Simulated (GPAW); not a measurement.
# Magnetic state of Fe2 on W4 110 from several starts, part 2 of 2

A self-consistent run ends on one state, which hangs on the start. Several orders of Fe2 on W4 110 are started in GPAW and their energies compared.

GPAW 26.7.0; PBE; plane waves with GPAW's PAW setups, scalar-relativistic.

So far. Step 2 (Start 1: ferro ++): After 49 cycles the largest moment stands at 2.81 μB.

### 3. Order 2, typed as antiferro +-

Reversing part of the moments tests the sign of the couplings between them.

order2.py reads:

```python
import json
import numpy as np
from ase import Atoms
from ase.parallel import paropen, parprint
from gpaw import GPAW

atoms = Atoms(['W', 'W', 'W', 'W', 'Fe', 'Fe'],
    cell=[[1.5825, -2.237993, 0.0],
         [1.5825, 2.237993, 0.0],
         [0.0, 0.0, 22.3307]],
    scaled_positions=[[0.0, 0.0, 0.268688],
         [0.5, 0.5, 0.368894],
         [0.0, 0.0, 0.4691],
         [0.5, 0.5, 0.569307],
         [0.0, 0.0, 0.65671],
         [0.5, 0.5, 0.731312]],
    pbc=True,
    magmoms=[0.0, 0.0, 0.0, 0.0, 2.6, -2.6])
atoms.calc = GPAW(mode={'name': 'pw', 'ecut': 450},
    xc='PBE',
    kpts={'size': (18, 18, 1), 'gamma': True},
    occupations={'name': 'fermi-dirac', 'width': 0.05},
    convergence={'density': 1e-05, 'energy': 1e-05},
    maxiter=250,
    mixer={'name': 'pulay', 'beta': 0.03, 'nmaxold': 8, 'weight': 100},
    symmetry={'tolerance': 1e-4},
    txt='order2.txt')
e = atoms.get_potential_energy(force_consistent=True)
res = {'free_energy': e, 'energy_sigma0': atoms.get_potential_energy(), 'fermi_energy': atoms.calc.get_fermi_level()}
res['moments'] = atoms.get_magnetic_moments().tolist()
res['total'] = atoms.get_magnetic_moment()
parprint('site moments (muB):', np.round(res['moments'], 3))
parprint(f"total moment: {res['total']:.3f} muB")
parprint(f'free energy: {e:.6f} eV')
atoms.calc.write('order2.gpw')
with paropen('results.json', 'w') as f:
    json.dump(res, f)
```

Command:

```bash
$ OMP_NUM_THREADS=1 mpirun -n 4 gpaw python order2.py > order2.log
```

Numbers of over 12 decimals in the logs are rounded to 6 here.

The program printed:

```text
site moments (muB): [-0.011 -0.004 -0.015 -0.058  1.41  -2.707]
total moment: -1.524 muB
free energy: -60.938850 eV

--- order2.txt ---
Input parameters:
  mode=PW(ecut=450),
  convergence={'density': 1e-05, 'energy': 1e-05},
  kpts=MonkhorstPack(size=(18, 18, 1), gamma=True),
  maxiter=250,
  mixer=Pulay(name='pulay', nmaxold=8, beta=0.03, weight=100, sigma=0.015, g_ss=None),
  occupations=Occupations(name='fermi-dirac', width=0.05),
  symmetry=Symmetry(tolerance=0.0001),
  xc=XC(name='PBE')

Diagonalizing LCAO Hamiltonian
Converting LCAO to pw mode

           Fe

       Fe

           W

       W

           W

       W

Atoms  # Å, Bohr magnetons
|   | symbol |        x |        y |         z |    initial magnetic moments |
|---|--------|----------|----------|-----------|-----------------------------|
| 0 |      W | 0.000000 | 0.000000 |  5.999991 | ( 0.0000,  0.0000,  0.0000) |
| 1 |      W | 1.582500 | 0.000000 |  8.237661 | ( 0.0000,  0.0000,  0.0000) |
| 2 |      W | 0.000000 | 0.000000 | 10.475331 | ( 0.0000,  0.0000,  0.0000) |
| 3 |      W | 1.582500 | 0.000000 | 12.713024 | ( 0.0000,  0.0000,  0.0000) |
| 4 |     Fe | 0.000000 | 0.000000 | 14.664794 | ( 0.0000,  0.0000,  2.6000) |
| 5 |     Fe | 1.582500 | 0.000000 | 16.330709 | ( 0.0000,  0.0000, -2.6000) |

Unit cell  # Å
| periodic |        x |         y |         z |   lengths |     angles |
|----------|----------|-----------|-----------|-----------|------------|
|      yes | 1.582500 | -2.237993 |  0.000000 |  2.740970 |  90.000000 |
|      yes | 1.582500 |  2.237993 |  0.000000 |  2.740970 |  90.000000 |
|      yes | 0.000000 |  0.000000 | 22.330700 | 22.330700 | 109.471222 |

Number of symmetries: 4

BZ-sampling:
  Number of BZ points: 324
  Number of IBZ points: 91

  Monkhorst-Pack size: [18, 18, 1]
  Monkhorst-Pack shift: [0.027778, 0.027778, 0.0]

Plane wave coefficients: 3478
Cutoff: 450.000000 eV

Spin-components: 2 (collinear spins)
Bands:           48
Projectors:      36
Spin-degeneracy: 1
Datatype:        complex128

Parallelization:
  kpt:    4
  domain: 1
  band:   1

Density:
  Valence electrons: 72.0
  Components: 2
  Grid points: [ 14  14 112]
  Charge: 0.0  # |e|

Potential:
  Grid points: [ 14  14 112]

[... setups left out ...]
Reference energy: -1824325.595820  # eV

eigensolver:
  PPCG
  Converge bands: occupied
  niter=2

density mixing:
  Pulay-Mixer
  Linear mixing parameters: 0.03
  Old densities: 8
  Fourier metric: weight=100, sigma=0.015

occupation numbers:
  Fermi-Dirac:
    width: 0.0500  # eV

poisson solver:
  ecut: 3600.000000  # eV

xc functional:
  name: PBE with 2 nearest neighbor stencil

convergence criteria:
- Maximum integral of absolute [dens]ity change: 1e-05 electrons / valence electron
- Maximum [total energy] change in last 3 cyles: 1e-05 eV / valence electron
- Maximum integral of absolute [eigenst]ate change: 4e-08 eV^2 / valence electron
maximum number of iterations: 250

SCF iterations
|iter     |      energy | eigst |  dens |  magmom |
|---------|-------------|-------|-------|---------|
|iter:   1|       0s |  -64.978630 | +0.17 |       |  +0.0000|
|iter:   2|      12s |  -86.129110 | -0.09 | -0.85 |  -0.0263|
|iter:   3|      24s |  -62.083241 | -0.83 | -0.59 |  -0.0274|
|iter:   4|      36s |  -61.887810 | -2.15 | -1.11 |  -0.0373|
|iter:   5|      48s |  -61.609907 | -2.41 | -1.14 |  -0.0703|
|iter:   6|      60s |  -61.058210 | -1.48 | -1.17 |  -0.1791|
|iter:   7|      72s |  -60.877111 | -1.67 | -1.31 |  -0.2808|
|iter:   8|      84s |  -60.834502 | -1.99 | -1.45 |  -0.4163|
|iter:   9|      96s |  -60.831610 | -2.55 | -1.57 |  -0.4829|
|iter:  10|     108s |  -60.828399 | -2.96 | -1.70 |  -0.5126|
[... 46 iterations left out ...]
|iter:  57|     647s |  -60.911739c| -8.15c| -4.46 |  -1.5288|
|iter:  58|     652s |  -60.911739c| -8.00c| -4.49 |  -1.5282|
|iter:  59|     664s |  -60.911738c| -7.32 | -4.51 |  -1.5261|
|iter:  60|     670s |  -60.911739c| -8.36c| -4.59 |  -1.5261|
|iter:  61|     675s |  -60.911738c| -7.86c| -4.61 |  -1.5253|
|iter:  62|     681s |  -60.911737c| -7.90c| -4.65 |  -1.5246|
|iter:  63|     686s |  -60.911736c| -8.08c| -4.69 |  -1.5241|
|iter:  64|     692s |  -60.911735c| -7.71c| -4.76 |  -1.5247|
|iter:  65|     697s |  -60.911733c| -7.81c| -4.91 |  -1.5242|
|iter:  66|     702s |  -60.911732c| -8.12c| -5.08c|  -1.5242|

Converged in 66 steps
Energy contributions relative to reference atoms: (reference = -1824325.595820)

Energy contributions:
  Kinetic:          28.903936
  Coulomb:         -34.523323
  Zero:              0.235935
  External:          0.000000
  Xc:              -55.501161
  Entropy:          -0.054237
  Spinorbit:         0.000000
  ----------------------------
  Free energy:     -60.938850
  Extrapolated:    -60.911732

dipole moment: (-31.381443, -0.000000, 0.056315)  # |e|*Ang

Total magnetic moment: (0.000000, 0.000000, -1.524204)

Local magnetic moments
|        x |        y |         z |
|----------|----------|-----------|
| 0.000000 | 0.000000 | -0.011477 |  # W    0
| 0.000000 | 0.000000 | -0.004028 |  # W    1
| 0.000000 | 0.000000 | -0.014900 |  # W    2
| 0.000000 | 0.000000 | -0.058195 |  # W    3
| 0.000000 | 0.000000 |  1.410094 |  # Fe   4
| 0.000000 | 0.000000 | -2.707345 |  # Fe   5

Fermi level: 5.374
Eigenvalues  # (at kpt = [-0.000, -0.000, 0.000])
| band index |      eig [eV] | occ [0-1] |      eig [eV] | occ [0-1] |
|------------|---------------|-----------|---------------|-----------|
|          0 |       -68.601 |     1.000 |       -68.604 |     1.000 |
|        ... |               |           |               |           |
|         29 |         3.832 |     1.000 |         3.412 |     1.000 |
|         30 |         3.983 |     1.000 |         3.779 |     1.000 |
|         31 |         4.043 |     1.000 |         3.881 |     1.000 |
|         32 |         4.330 |     1.000 |         4.066 |     1.000 |
|         33 |         4.432 |     1.000 |         4.239 |     1.000 |
|         34 |         4.750 |     1.000 |         4.439 |     1.000 |
|         35 |         4.926 |     1.000 |         4.546 |     1.000 |
|         36 |         5.539 |     0.035 |         4.870 |     1.000 |
|         37 |         5.668 |     0.003 |         5.171 |     0.983 |
|         38 |         5.953 |     0.000 |         5.583 |     0.015 |
|         39 |         6.402 |     0.000 |         5.738 |     0.001 |
|         40 |         6.407 |     0.000 |         5.927 |     0.000 |
|         41 |         6.742 |     0.000 |         6.627 |     0.000 |
|         42 |         7.084 |     0.000 |         6.860 |     0.000 |
|         43 |         7.142 |     0.000 |         7.117 |     0.000 |
|         44 |         7.352 |     0.000 |         7.303 |     0.000 |
|        ... |               |           |               |           |
|         47 |         7.743 |     0.000 |         7.700 |     0.000 |

No gap
No difference between direct/indirect transitions
```

Wall time 12 min (4 MPI ranks of Arm Neoverse V1, shared host); peak memory 1.4 GiB.

Spin moment in the augmentation sphere by atom:

```tsv
atom	spin moment in the augmentation sphere (μB)
W1	-0.01
W2	0.00
W3	-0.01
W4	-0.06
Fe5	1.41
Fe6	-2.71
```

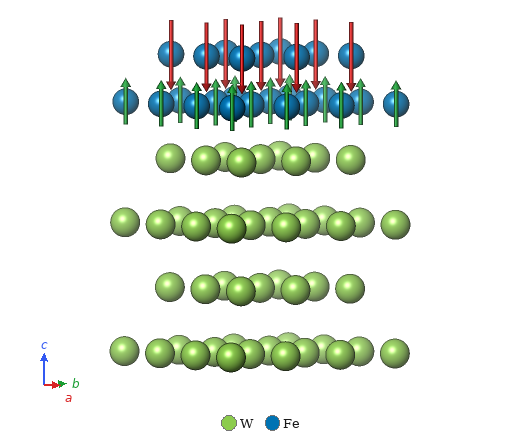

Spin moment in the augmentation sphere as arrows, the longest 2.71 μB. Up and down stand for the sign. Arrows give size and sign along the axis of quantisation, drawn up and down the page. The two directions have two colours. 3×3×1 cells are drawn. Some periodic images of atoms are drawn too.

Numbers from this step:

```yaml
magnetization: -1.524 μB
final_state: ferrimagnetic
```

It lies 249 meV a seeded atom over the first start, and its largest moment is 2.71 μB against 2.81 μB.

### 4. Run 3 (no spin polarisation)

A run without seeds gives the energy of the state without moments.

nospin.py is the script of step 3 with these lines changed:

```diff
@@ -16,4 +16,3 @@
          [0.5, 0.5, 0.731312]],
-    pbc=True,
-    magmoms=[0.0, 0.0, 0.0, 0.0, 2.6, -2.6])
+    pbc=True)
 atoms.calc = GPAW(mode={'name': 'pw', 'ecut': 450},
@@ -26,11 +25,7 @@
     symmetry={'tolerance': 1e-4},
-    txt='order2.txt')
+    txt='nospin.txt')
 e = atoms.get_potential_energy(force_consistent=True)
 res = {'free_energy': e, 'energy_sigma0': atoms.get_potential_energy(), 'fermi_energy': atoms.calc.get_fermi_level()}
-res['moments'] = atoms.get_magnetic_moments().tolist()
-res['total'] = atoms.get_magnetic_moment()
-parprint('site moments (muB):', np.round(res['moments'], 3))
-parprint(f"total moment: {res['total']:.3f} muB")
 parprint(f'free energy: {e:.6f} eV')
-atoms.calc.write('order2.gpw')
+atoms.calc.write('nospin.gpw')
 with paropen('results.json', 'w') as f:
```

Command:

```bash
$ OMP_NUM_THREADS=1 mpirun -n 4 gpaw python nospin.py > nospin.log
```

The program printed:

```text
free energy: -60.145352 eV

--- nospin.txt ---
Input parameters:
  mode=PW(ecut=450),
  convergence={'density': 1e-05, 'energy': 1e-05},
  kpts=MonkhorstPack(size=(18, 18, 1), gamma=True),
  maxiter=250,
  mixer=Pulay(name='pulay', nmaxold=8, beta=0.03, weight=100, sigma=0.015, g_ss=None),
  occupations=Occupations(name='fermi-dirac', width=0.05),
  symmetry=Symmetry(tolerance=0.0001),
  xc=XC(name='PBE')

[...]
|        ... |               |           |
|         29 |         3.826 |     2.000 |
|         30 |         3.908 |     2.000 |
|         31 |         4.157 |     2.000 |
|         32 |         4.410 |     2.000 |
[...]
|         42 |         6.927 |     0.000 |
|         43 |         7.005 |     0.000 |
|         44 |         7.222 |     0.000 |
|        ... |               |           |
|         47 |         7.695 |     0.000 |

No gap
No difference between direct/indirect transitions

[key lines of the parts left out:]
Free energy:     -60.145352
Converged in 39 steps
dipole moment: (-31.392276, -0.000000, 0.012668)  # |e|*Ang
Fermi level: 5.215
```

Elapsed: 3.6 min, on 4 MPI ranks; peak memory 1.1 GiB.

This step gave:

```yaml
final_state: non-magnetic (no spin polarisation)
```

It lies 646 meV a seeded atom over the first start.

### 5. The states side by side

These are free energies at a smearing of 0.05 eV, so its entropy term is in the differences. They are divided by the number of seeded atoms, so that cells of unlike size compare.

Orders:

```tsv
start	final state	typed order kept	energy over the lowest (meV a seeded atom)	largest site moment (μB)	net moment (μB a primitive cell)	mesh matched	CPU time (s)
ferro ++	ferromagnetic	yes	0	2.809	4.914	yes	2155
antiferro +-	ferrimagnetic	yes	249.1	2.707	1.524	yes	2889
no spin polarisation	non-magnetic	-	645.8	0	0	yes	853
```

### 6. What came out

| Property | Result |
| --- | --- |
| lowest state found | ferromagnetic (typed ferro ++) |
| largest site moment | 2.81 μB |
| next state | ferrimagnetic, 249 meV a seeded atom higher |
| energy gained by spin polarisation | 646 meV a seeded atom |

The lowest state found is ferromagnetic, reached from the start ferro ++, with moments up to 2.81 μB. The next state costs 249 meV a seeded atom. Only 3 starts are shown; other collinear patterns, canted and longer-period orders are not.

[Logs and program files are shortened in this print: banners, set-up blocks, solver, clock and traceback lines can be left out without a mark of their own.]

[Logs are printed without paths, hosts, clocks, repeated set-up lines and the standing remarks that a program may print on its own settings, such as how far it seeks lower states.]

[Hosts, paths, dates, database ids (printed as entryN), source tags and the programs' standing remarks are cut or masked in the printed files.]

[Where a cell is said to come from a database of computed structures, the database is the Materials Project.]
